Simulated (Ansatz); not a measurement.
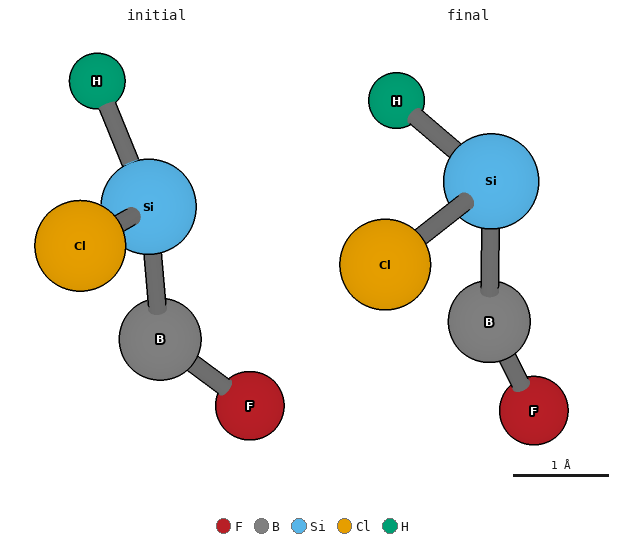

The structure of BSiHClF before (left) and after (right) a relaxation, at one scale.

The picture is a ball-and-stick view, seen from a free direction.

The calculation used Ansatz 0.2.0, RKS PBE0-D4/def2-TZVP. Set-up: force threshold 0.005 eV/Å; at most 200 steps.

What changed between the two?

The Si atom moves most after the best rigid fit: 0.47 Å. By element the largest moves are Si 0.47 Å, H 0.34 Å, F 0.30 Å, B 0.29 Å, Cl 0.23 Å. Near-neighbour distances that change, for instance: B–Si 1.854 → 1.961 Å, Cl–Si 2.041 → 2.108 Å, B–F 1.307 → 1.263 Å, H–Si 1.461 → 1.505 Å. Among the angles between lasting bonds that change: B–Si–H 124.6° → 95.5°, F–B–Si 137.5° → 157.2°, B–Si–Cl 118.1° → 99.7°. Over 10 accepted moves (11 points after the start) the energy falls by 44.4 kJ/mol. Largest force component: 1.7 eV/Å at the start, 0.0031 eV/Å at the end. The line search rejected the trial step at point 4 of the run. The run took 53 s on 2 threads of Arm Neoverse N1, with other jobs on the host.
